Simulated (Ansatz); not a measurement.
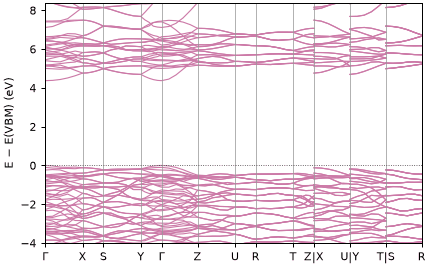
*Band structure from the program Ansatz at the r²SCAN level (PAW)*

Q: Read off the gap and where the band edges lie.

A: About 4.4 eV (4.37 eV by a search for the band edges); maximum at Γ, minimum at Γ.

The material is ZrO2 in space group Pbca (No. 61; Zr on 8c, O on 8c, O on 8c).

The cell is a constructed one: a structure type filled with these elements; the Crystallography Open Database copy checked does not list it. It is not the phase usual at ambient conditions (space group No. 14). The r²SCAN relaxation kept the symmetry of its start; its stability against distortions is not shown here. The run is not spin-polarised. Spin–orbit coupling is left out wherever it is not named.

Potentials: the later of the program's two PAW sets.
